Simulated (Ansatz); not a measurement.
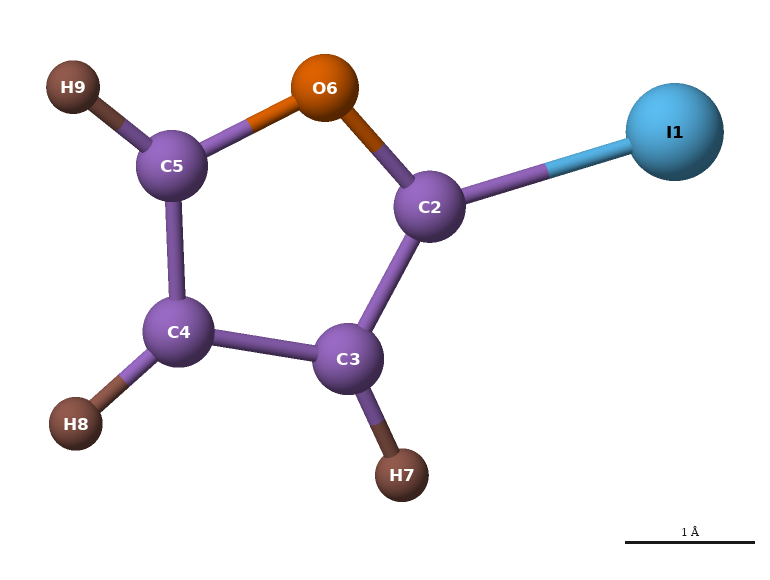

Source: calculation with Ansatz.

Numbered structure. The species has charge +1 and is a spin doublet. Geometry: the geometry of the neutral molecule.

What is the geometry at C3?

C3 has 3 neighbours (C2 at 1.36, C4 at 1.43, H7 at 1.08 Å); the arrangement is trigonal planar.

Describe the coordination of atom 4.

C4 has 3 neighbours (C3 at 1.43, C5 at 1.35, H8 at 1.08 Å); the arrangement is trigonal planar.

How are the neighbours of atom 6 arranged?

O6 has 2 neighbours (C2 at 1.35, C5 at 1.36 Å); the arrangement is bent.

Describe the coordination of atom 5.

C5 has 3 neighbours (C4 at 1.35, O6 at 1.36, H9 at 1.08 Å); the arrangement is trigonal planar.

Which bond is the longest?

I1–C2, 2.048 Å.

What is the dihedral angle C3–C4–C5–O6?

0° in size, that is syn (eclipsed).
